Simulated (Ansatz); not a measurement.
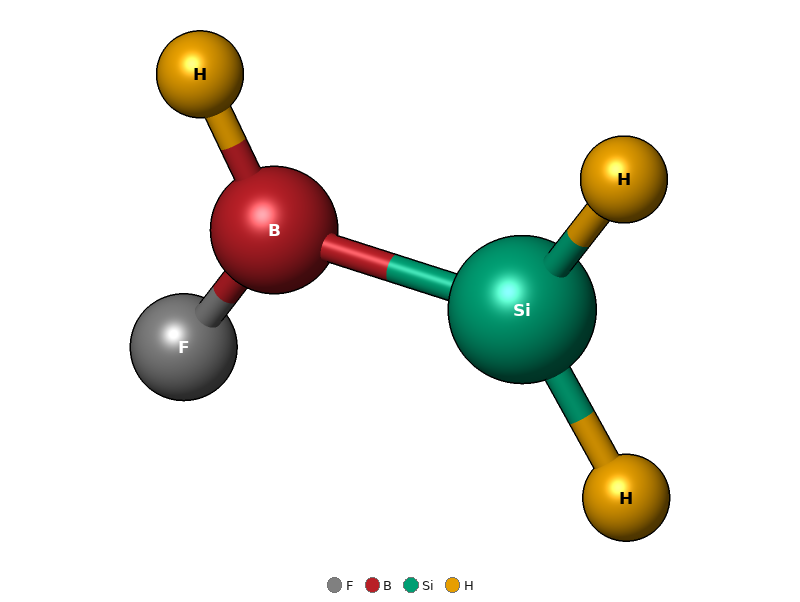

A ball-and-stick model of a molecule. Every bond is drawn as one stick, whatever its order.

Charge 0, doublet. The geometry was computed by an optimisation with PBE0-D4/def2-TZVP. No frequency run is at hand to confirm it as a minimum.

Describe the molecule.

The molecule is BFH3Si. SMILES: `FB[SiH2]`. It has no ring. Among its groups: Si–H bond, B–H bond. The point group is Cs. It is an open-shell species. All atoms lie on one plane. Coordination: 1 B trigonal planar; 1 Si trigonal planar.

The parts below concern this one geometry. Atoms keep their numbers from picture to picture.

## Geometry

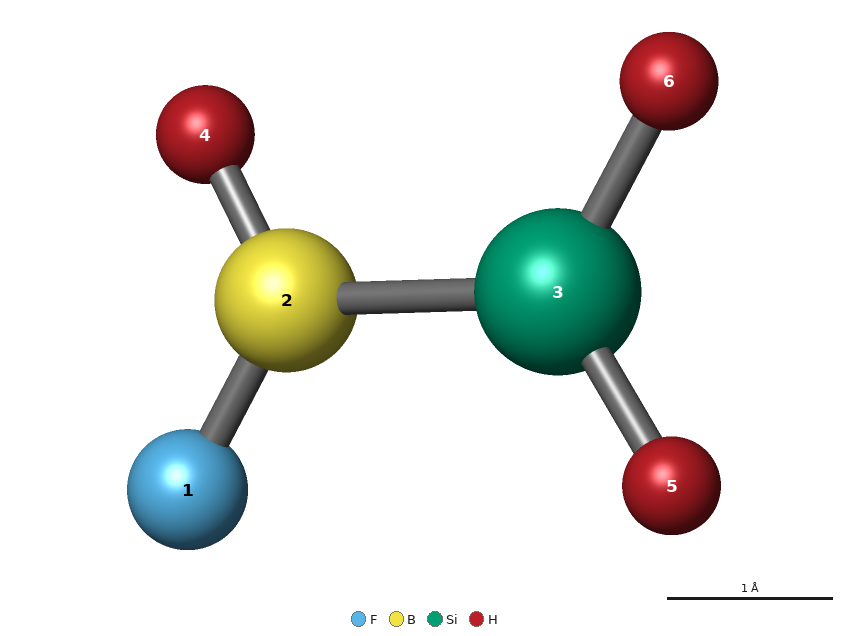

Numbered structure. No frequency run is at hand to confirm it as a minimum.

Give the bond lengths.

| bond | length (Å) | order |
| --- | --- | --- |
| F1–B2 | 1.328 | single |
| B2–Si3 | 1.965 | single |
| B2–H4 | 1.200 | single |
| Si3–H5 | 1.482 | single |
| Si3–H6 | 1.481 | single |

## Electronic properties

No frequency run is at hand to confirm it as a minimum. Method: UHF-CCSD(T), frozen core/def2-TZVPP (Ansatz 0.2.0).

Computed properties:

- ⟨S²⟩ of the determinant: 0.766
- T1 diagnostic: 0.015

## Dipole moment

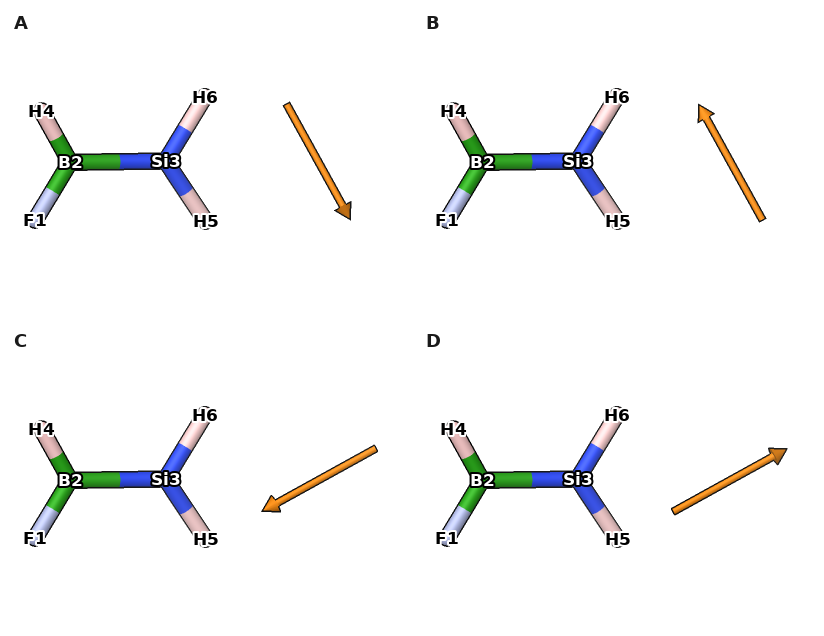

The same molecule four times, each with an arrow. No frequency run is at hand to confirm it as a minimum. Level of theory: UKS PBE0-D4/def2-TZVP (Ansatz 0.2.0).

**Which arrow points along the dipole moment, from the negative to the positive end?**

D. The dipole moment is 1.22 D; it points from the side of F1 to the side of H6 (the outermost atoms at the two ends).

## Charges

The questions are on Mulliken charges. No frequency run is at hand to confirm it as a minimum. Properties computed with UKS PBE0-D4/def2-TZVP (Ansatz 0.2.0).

**Which atom carries the highest charge (most positive or least negative)?**

B2 (0.20 e).

**And the lowest?**

F1 (−0.22 e).

List the Mulliken charges.

```tsv
atom	value (e)
F1	−0.22
B2	0.20
Si3	−0.03
H4	0.00
H5	0.02
H6	0.02
```

Mulliken values depend strongly on the basis set and can even reverse the polarity of a bond.
